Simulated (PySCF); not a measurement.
SMILES [SiH3][SiH][SiH3], doublet at its PBE0/def2-SVP optimised geometry (Å):

```
10

Si    -1.1807    -0.3349     0.0000
Si     1.1525    -0.3349     0.0000
Si     2.2224     0.3545     1.9554
H     -1.7451     1.0529     0.0000
H     -1.6604    -1.0417     1.2271
H     -1.6902    -1.0529    -1.2084
H      1.7451     0.2597    -1.2410
H      2.0707     1.8259     2.1930
H      3.6809     0.0356     1.8777
H      1.6231    -0.3769     3.1135
```

Method: unrestricted PBE0/def2-TZVP (PySCF 2.14.0).

Map of the LUMO amplitude (α orbitals alone; a β orbital can be the lowest empty one) (bohr^(-3/2)) on the plane z = 0.6 Å; orbital energy -0.33 eV, overall sign arbitrary:

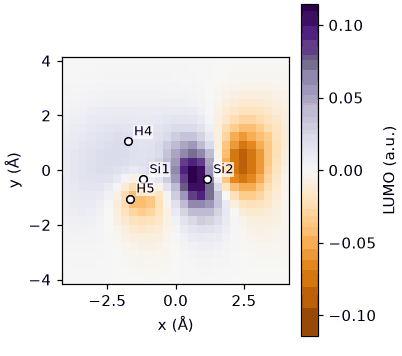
Fig. 1. LUMO amplitude (α orbitals alone; a β orbital can be the lowest empty one) (bohr^(-3/2)) on the plane z = 0.6 Å.
